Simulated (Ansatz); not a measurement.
The compound is Li2H (space group P6_3/mmc, No. 194), taken as coordinates from a relaxation with DFT PBE, scalar-relativistic, plane waves, PAW in Ansatz 0.2.0; the starting structure was generated, so it need not be a known form of this composition.

```yaml
crystal:
  lattice:
    - [2.80862, 0.00000, 0.00000]
    - [-1.40431, 2.43234, 0.00000]
    - [0.00000, 0.00000, 10.24584]
  atoms:
    - { symbol: Li, position: [0.33333, 0.66667, 0.37209] }
    - { symbol: Li, position: [0.66667, 0.33333, 0.87209] }
    - { symbol: Li, position: [0.33333, 0.66667, 0.12791] }
    - { symbol: Li, position: [0.66667, 0.33333, 0.62791] }
    - { symbol: H, position: [0.00000, 0.00000, 0.25000] }
    - { symbol: H, position: [0.00000, 0.00000, 0.75000] }
```

Describe the stacking along c, with columns A (0, 0), B (1/3, 2/3), C (2/3, 1/3) of the hexagonal mesh.

Li(B) – H(A) – Li(B) – Li(C) – H(A) – Li(C) (six layers in 10.25 Å).

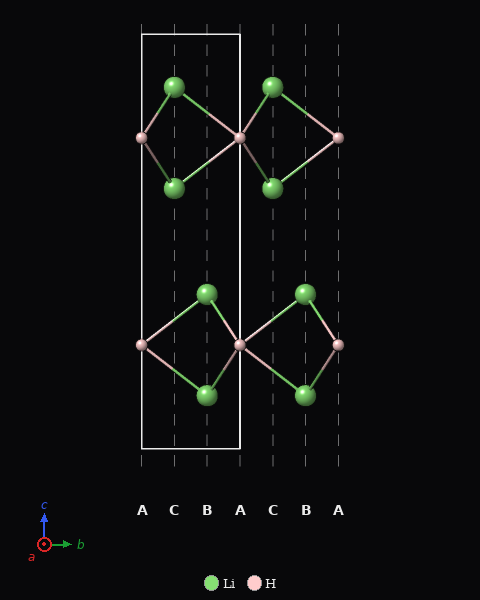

The picture looks along a close-packed row of the hexagonal mesh; c points upwards. The dashed lines mark the three columns A (0, 0), B (1/3, 2/3) and C (2/3, 1/3). The sequence starts with the first layer at or above the cell's origin.
